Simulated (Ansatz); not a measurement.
Geometry relaxation, with input and output: BNH4TeO (part 1 of 2)

BNH4TeO, SMILES NB(O)[TeH], computed with RKS LDA/def2-SVP (Ansatz 0.2.0).

It belongs to a series of runs on one base structure; here: end point A relaxed. Figures and captions count atoms from 1; the log counts them from 0 in places.

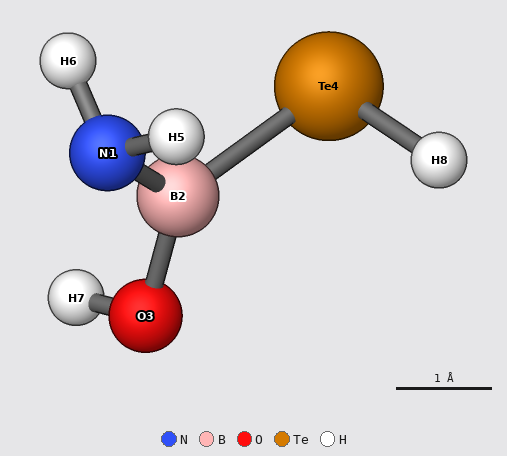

**Figure 1.** The starting structure (ball-and-stick view, seen at an oblique angle; atoms are numbered from 1 in the order of the input). Bond lengths as drawn: B–N 1.46 Å, B–O 1.43 Å, B–Te 2.16 Å, H–N 1.07 to 1.10 Å, H–O 1.03 Å and H–Te 1.75 Å.

Summary:

| quantity | value |
| --- | --- |
| outcome | converged |
| total energy | −11525.7712 eV |
| mean-field energy | −11525.7712 eV |
| largest force (length of the vector) at the end | 0.013 eV/Å |
| hardware | 1 thread of Arm Neoverse V1, 24 GiB of memory available, shared host |
| wall time | 36 s |
| peak memory | 0.14 GiB |

Input file:
```yaml
crystal:
  periodic: [false, false, false]
  atoms:
    - { symbol: "N", position_ang: [-0.174, 1.3113, 0.0016] }
    - { symbol: B, position_ang: [0.3165, -0.0658, 0.0433] }
    - { symbol: O, position_ang: [1.7046, -0.31, -0.216] }
    - { symbol: Te, position_ang: [-0.9632, -1.7458, 0.4752] }
    - { symbol: H, position_ang: [-0.9795, 1.3579, -0.7453] }
    - { symbol: H, position_ang: [-0.6706, 1.5627, 0.9125] }
    - { symbol: H, position_ang: [2.186, -0.255, 0.6962] }
    - { symbol: H, position_ang: [-1.3277, -1.9124, -1.2233] }
basis:
  gaussian: { orbitals: def2-SVP }
hamiltonian:
  xc: lda
relax:
  f_tol: 0.015
  max_steps: 40
output:
  orbitals: {}
```

Command:
```bash
ansatz run input.yaml --threads 1 --pin off --max-ram 2048MiB --backend cpu --events-out ev --progress --plain --runs-dir out
```

The program's output:
```
The last accepted step is kept in [file] (removed where the run ends without a failure and the disk answers)
Engine: ansatz 0.2.0, aarch64-unknown-linux-gnu
Functional definition: SPW92
  exchange = slater_x
  correlation = pw_c
1021 factors; their error is unknown
mean field evaluation 1: about -11513.1894 eV, gradient 7.3e1 eV
mean field evaluation 2: about -11409.0592 eV, gradient 1.9e2 eV
mean field evaluation 4: about -11523.0651 eV, gradient 1.7e1 eV
mean field evaluation 8: about -11523.7867 eV, gradient 1.6e-1 eV
mean field evaluation 16: about -11523.7609 eV, gradient 1.9e-3 eV
mean field -11523.76085575 eV, -423.4904003633 hartree, gradient 4.2e-5 eV, S^2 0.000000; 0 other end points of the search recorded, 0 dependent functions left out
the calculation of the forces begins
reference -11523.76088686 eV, -423.4904015066 hartree; 24, 24 occupied and 64, 64 virtual orbitals, 1021 factors
relax step   1: F+E_penalty+E_count = -11523.76085575 eV  Δ(F+E_penalty+E_count) = +0.000e0 eV  max|allowed force component| = 2.695e0 eV/Å  Δτ_max = 0.0000 Å  (30 SCF iters, accepted)
these checks for a lower state are left out or cut short: starts, cluster_reference, orbital_swaps, neighbouring_geometries, increment
1021 factors; their error is unknown
mean field -11524.11130380 eV, -423.5032790914 hartree, gradient 2.5e-5 eV, S^2 0.000000; 0 other end points of the search recorded, 0 dependent functions left out
[... from here on the field's lines of each further geometry are left out, up to the last ...]
relax step   2: F+E_penalty+E_count = -11524.11130380 eV  Δ(F+E_penalty+E_count) = -3.504e-1 eV  max|allowed force component| = 1.595e0 eV/Å  Δτ_max = 0.1119 Å  (34 SCF iters, accepted)
relax step   3: F+E_penalty+E_count = -11524.31805496 eV  Δ(F+E_penalty+E_count) = -2.068e-1 eV  max|allowed force component| = 1.400e0 eV/Å  Δτ_max = 0.1942 Å  (34 SCF iters, accepted)
relax step   4: F+E_penalty+E_count = -11524.53887174 eV  Δ(F+E_penalty+E_count) = -2.208e-1 eV  max|allowed force component| = 2.097e0 eV/Å  Δτ_max = 0.1953 Å  (35 SCF iters, accepted)
relax step   5: F+E_penalty+E_count = -11524.94000406 eV  Δ(F+E_penalty+E_count) = -4.011e-1 eV  max|allowed force component| = 1.085e0 eV/Å  Δτ_max = 0.1998 Å  (34 SCF iters, accepted)
relax step   6: F+E_penalty+E_count = -11525.19863030 eV  Δ(F+E_penalty+E_count) = -2.586e-1 eV  max|allowed force component| = 1.384e0 eV/Å  Δτ_max = 0.1948 Å  (34 SCF iters, accepted)
relax step   7: F+E_penalty+E_count = -11525.38015120 eV  Δ(F+E_penalty+E_count) = -1.815e-1 eV  max|allowed force component| = 1.333e0 eV/Å  Δτ_max = 0.1948 Å  (35 SCF iters, accepted)
relax step   8: F+E_penalty+E_count = -11525.48499104 eV  Δ(F+E_penalty+E_count) = -1.048e-1 eV  max|allowed force component| = 1.134e0 eV/Å  Δτ_max = 0.2000 Å  (29 SCF iters, accepted)
relax step   9: F+E_penalty+E_count = -11525.60180028 eV  Δ(F+E_penalty+E_count) = -1.168e-1 eV  max|allowed force component| = 1.046e0 eV/Å  Δτ_max = 0.1940 Å  (34 SCF iters, accepted)
relax step  10: F+E_penalty+E_count = -11525.67320211 eV  Δ(F+E_penalty+E_count) = -7.140e-2 eV  max|allowed force component| = 1.071e0 eV/Å  Δτ_max = 0.1997 Å  (34 SCF iters, accepted)
relax step  11: F+E_penalty+E_count = -11525.73434776 eV  Δ(F+E_penalty+E_count) = -6.115e-2 eV  max|allowed force component| = 5.765e-1 eV/Å  Δτ_max = 0.2000 Å  (34 SCF iters, accepted)
relax step  12: F+E_penalty+E_count = -11525.76487799 eV  Δ(F+E_penalty+E_count) = -3.053e-2 eV  max|allowed force component| = 2.735e-1 eV/Å  Δτ_max = 0.1998 Å  (34 SCF iters, accepted)
relax step  13: F+E_penalty+E_count = -11525.76845399 eV  Δ(F+E_penalty+E_count) = -3.576e-3 eV  max|allowed force component| = 2.134e-1 eV/Å  Δτ_max = 0.0735 Å  (29 SCF iters, accepted)
relax step  14: F+E_penalty+E_count = -11525.77097242 eV  Δ(F+E_penalty+E_count) = -2.518e-3 eV  max|allowed force component| = 6.568e-2 eV/Å  Δτ_max = 0.0239 Å  (29 SCF iters, accepted)
the calculation of the forces begins
reference -11525.77115122 eV, -423.5642773592 hartree; 24, 24 occupied and 64, 64 virtual orbitals, 1021 factors
relax step  15: F+E_penalty+E_count = -11525.77112037 eV  Δ(F+E_penalty+E_count) = -1.480e-4 eV  max|allowed force component| = 1.121e-2 eV/Å  Δτ_max = 0.0144 Å  (30 SCF iters, accepted)
```

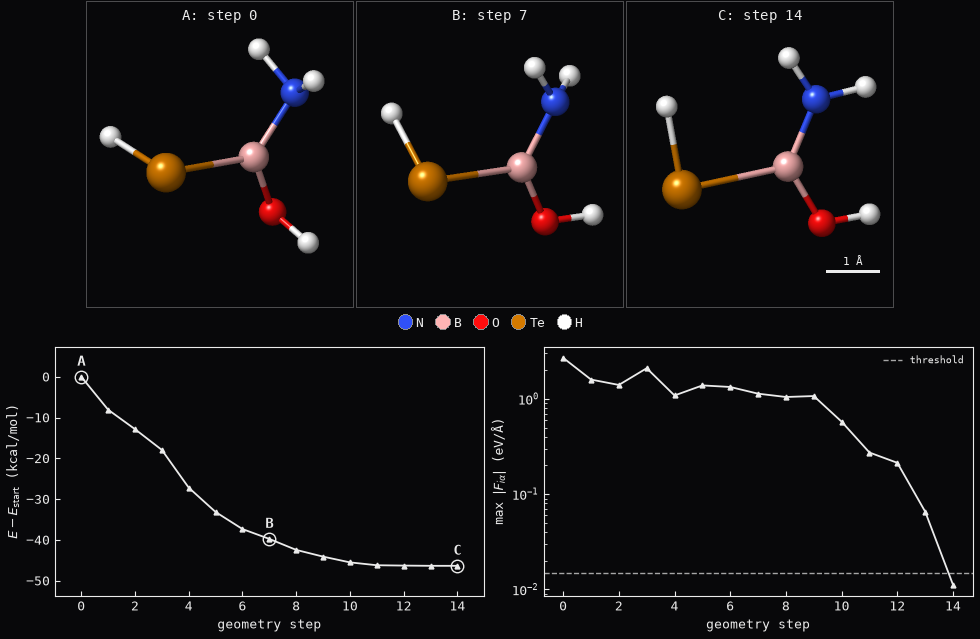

**Figure 2.** Frames of the relaxation (ball-and-stick view, seen at a tilt) above the curves, on which the letters mark them (the first geometry is step 0 here and step 1 in the log).

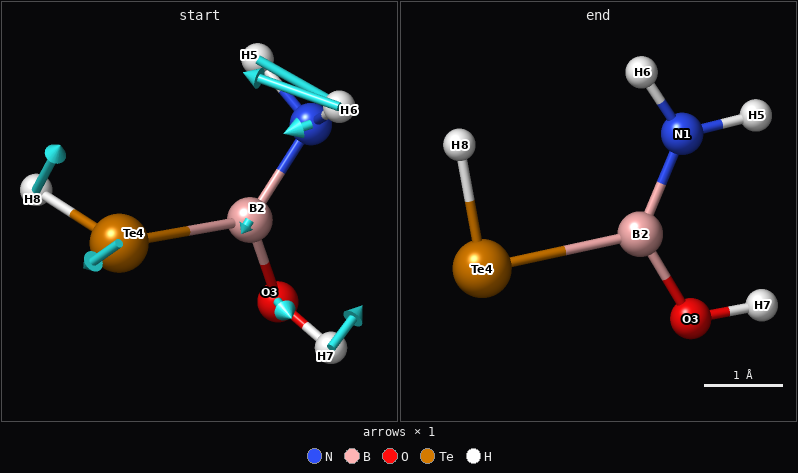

**Figure 3.** Before (left) and after (right) the relaxation, at one scale (ball-and-stick view, seen at a tilt). The teal arrows give the displacements, at true length. H5 moves most after the best rigid fit: 1.47 Å. By element the largest moves are H 1.47 Å, Te 0.86 Å, O 0.50 Å, N 0.39 Å, B 0.21 Å. Among the contacts that change: N1–H5 1.099 → 1.024 Å, B2–O3 1.433 → 1.358 Å, Te4–H8 1.745 → 1.679 Å, N1–B2 1.462 → 1.401 Å. Among the angles that change: B2–N1–H5 107.8° → 123.3°, B2–N1–H6 110.7° → 122.8°, H5–N1–H6 103.2° → 113.9°. The energy falls by 46.4 kcal/mol in 14 geometry steps. Largest force component: 2.7 eV/Å at the start, 0.011 eV/Å at the end. (Atoms are counted from 1 in the order of the input.)

```
1021 factors; their error is unknown
mean field -11525.77112037 eV, -423.5642762254 hartree, gradient 1.8e-5 eV, S^2 0.000000; 1 other end points of the search recorded, 0 dependent functions left out
the calculation of the forces begins
reference -11525.77115122 eV, -423.5642773592 hartree; 24, 24 occupied and 64, 64 virtual orbitals, 1021 factors
Total energy: -11525.77115122 eV, -423.5642773592 hartree
Atom 0 at    -0.289038     0.946860    -0.105057 Å, force    -0.003712     0.006910    -0.001123 eV/Å
Atom 1 at     0.387573    -0.269455     0.058667 Å, force     0.009910    -0.006830    -0.001184 eV/Å
Atom 2 at     1.727919    -0.403524     0.233766 Å, force    -0.011213    -0.005314     0.004124 eV/Å
Atom 3 at    -0.673012    -2.179520     0.053827 Å, force    -0.000959    -0.000485    -0.002560 eV/Å
Atom 4 at     0.181200     1.856118    -0.109118 Å, force     0.000564     0.000304    -0.001133 eV/Å
Atom 5 at    -1.299749     1.004461    -0.232610 Å, force     0.001168    -0.000684     0.001727 eV/Å
Atom 6 at     2.220411     0.437805     0.247748 Å, force     0.002881     0.006317    -0.001719 eV/Å
Atom 7 at    -2.163203    -1.449845    -0.203022 Å, force     0.001360    -0.000217     0.001869 eV/Å
Dipole moment:     0.052008     0.858826    -0.048010 e Å
```

Trajectory as extended XYZ (Å, eV, eV/Å), 15 frames, from step=1 to step=15:
```
8
Properties=species:S:1:pos:R:3:forces:R:3 step=1 energy=-11523.76086
N    -0.1740    1.3113    0.0016   -1.6535  -0.0225  -0.4874
B     0.3165   -0.0658    0.0433    2.6946   1.2930  -0.8460
O     1.7046   -0.3100   -0.2160   -1.4139   0.4403   2.6811
Te   -0.9632   -1.7458    0.4752   -0.9984  -1.2601  -0.5639
H    -0.9795    1.3579   -0.7453    1.4626  -0.0735   1.5408
H    -0.6706    1.5627    0.9125    0.4124  -0.4048  -1.1201
H     2.1860   -0.2550    0.6962   -0.7457  -0.1396  -2.0934
H    -1.3277   -1.9124   -1.2233    0.2420   0.1672   0.8889
8
Properties=species:S:1:pos:R:3:forces:R:3 step=2 energy=-11524.11130
N    -0.1534    1.3301    0.0152   -0.9160  -0.2612  -0.0283
B     0.3153   -0.0456    0.0278    1.5945   0.1681  -0.1088
O     1.6615   -0.3195   -0.2114   -1.2538   0.1490   1.1981
Te   -1.0171   -1.8422    0.4738    0.1345   0.1407   0.7128
H    -0.8876    1.4095   -0.7384    0.5677   0.0702   0.4220
H    -0.7271    1.5050    0.8767    0.1983  -0.2145  -0.4796
H     2.1713   -0.2281    0.6392   -0.1623  -0.0163  -0.9282
H    -1.2708   -1.8663   -1.1387   -0.1629  -0.0360  -0.7880
8
Properties=species:S:1:pos:R:3:forces:R:3 step=3 energy=-11524.31805
N    -0.1443    1.3048    0.0754   -0.6912  -0.2001   0.8626
B     0.3533   -0.0526    0.1422   -0.2390   0.0694  -0.8449
O     1.6223   -0.3677   -0.1930    0.4847  -0.1135   1.4002
Te   -1.0731   -1.8308    0.4769    0.1968   0.1136   0.6543
H    -0.7431    1.3973   -0.7722    0.4660   0.1157   0.0326
H    -0.8550    1.4274    0.8384    0.2702  -0.1211  -0.4884
H     2.2613   -0.0966    0.5281   -0.4173   0.0541  -1.1272
H    -1.3294   -1.8388   -1.1516   -0.0701   0.0819  -0.4893
8
Properties=species:S:1:pos:R:3:forces:R:3 step=4 energy=-11524.53887
N    -0.1294    1.2709    0.1554   -1.5505  -0.1934   0.0612
B     0.3538   -0.0913    0.1643   -0.8942   0.2176  -0.4268
O     1.5974   -0.4425   -0.1605    2.0971   0.6106   1.8283
Te   -1.1057   -1.8256    0.5119    0.1502   0.0781   0.0150
H    -0.5643    1.4672   -0.8016    0.9075  -0.0195   1.0456
H    -0.9747    1.3187    0.7992    0.8139  -0.0333  -0.7788
H     2.2908    0.0658    0.4238   -1.4892  -0.7265  -1.8082
H    -1.3759   -1.8203   -1.1482   -0.0349   0.0664   0.0636
8
Properties=species:S:1:pos:R:3:forces:R:3 step=5 energy=-11524.94000
N    -0.1582    1.2272    0.2041   -1.0784  -0.0757  -0.3208
B     0.3292   -0.1206    0.1888   -0.2098  -0.0280  -0.1883
O     1.5960   -0.4702   -0.0785    1.0853   0.4082   0.8644
Te   -1.0534   -1.8749    0.5141    0.0575  -0.0221   0.0454
H    -0.3836    1.5477   -0.7730    0.6341   0.0500   0.7377
H    -1.0774    1.2743    0.7023    0.5383  -0.0582  -0.3333
H     2.2932    0.1470    0.3008   -0.9347  -0.3578  -0.8468
H    -1.4536   -1.7875   -1.1145   -0.0924   0.0836   0.0416
```
